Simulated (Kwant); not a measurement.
System: quantum point contact (saddle potential) in a In0.53Ga0.47As two-dimensional gas. Effective mass 0.041 mₑ, grid spacing 2 nm, hard walls, nominal width 40 nm (19 grid rows, so walls 40 nm apart), one parabolic valley, scattering region 120 nm long along x; energies count from the band bottom; Fermi energy 0.058 eV. Potential (V0 + ½k y²) cos²(πx/L) for |x| < L/2, with V0 swept from 0.0609 to 0 eV, k = 0.0007 eV/nm², L = 72 nm. Perpendicular field 1.3 T, also in the leads; orbital effect alone.

Constants are typed, rounded textbook-type inputs, not results; the design itself was drawn at random and stands for no fabricated device.

Model: effective-mass tight-binding model on a square grid, one spin, coherent transport at 0 K (Kwant). Conductance is in e²/h.

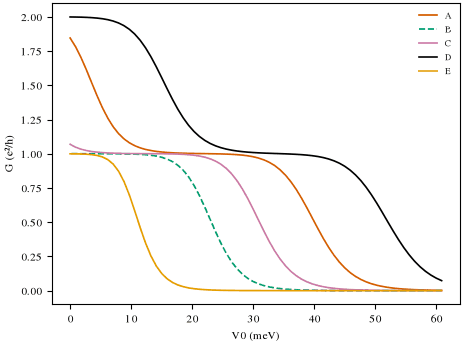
*G (e²/h) of 5 runs*

```csv
V0 (meV),A,B,C,D,E
60.90,0.0023,9.5e-6,0.00014,0.073,1.5e-7
57.37,0.0057,2.2e-5,0.00033,0.17,3.3e-7
53.84,0.015,5.4e-5,0.00084,0.37,7.4e-7
50.31,0.039,0.00014,0.0022,0.64,1.7e-6
46.78,0.10,0.00036,0.0060,0.85,4.0e-6
43.25,0.26,0.00097,0.017,0.95,9.9e-6
39.72,0.53,0.0028,0.049,0.99,2.5e-5
36.19,0.80,0.0085,0.14,1.00,6.8e-5
32.66,0.94,0.027,0.36,1.00,0.00020
29.13,0.99,0.090,0.67,1.01,0.00060
25.60,1.00,0.27,0.89,1.03,0.0020
22.07,1.00,0.61,0.98,1.10,0.0072
18.54,1.00,0.88,1.00,1.26,0.029
15.00,1.01,0.97,1.00,1.56,0.13
11.47,1.04,1.00,1.00,1.83,0.46
7.943,1.15,1.00,1.00,1.96,0.87
4.413,1.42,1.00,1.01,1.99,0.99
0.000,1.85,1.00,1.07,2.00,1.00
```

**Question.** Column A is the base. The others each differ by one change: Fermi energy 0.058 → 0.029 eV; Fermi energy 0.058 → 0.041 eV; Fermi energy 0.058 → 0.049 eV; Fermi energy 0.058 → 0.07 eV. Which is which?

**Answer.** B: Fermi energy 0.058 → 0.041 eV; C: Fermi energy 0.058 → 0.049 eV; D: Fermi energy 0.058 → 0.07 eV; E: Fermi energy 0.058 → 0.029 eV.
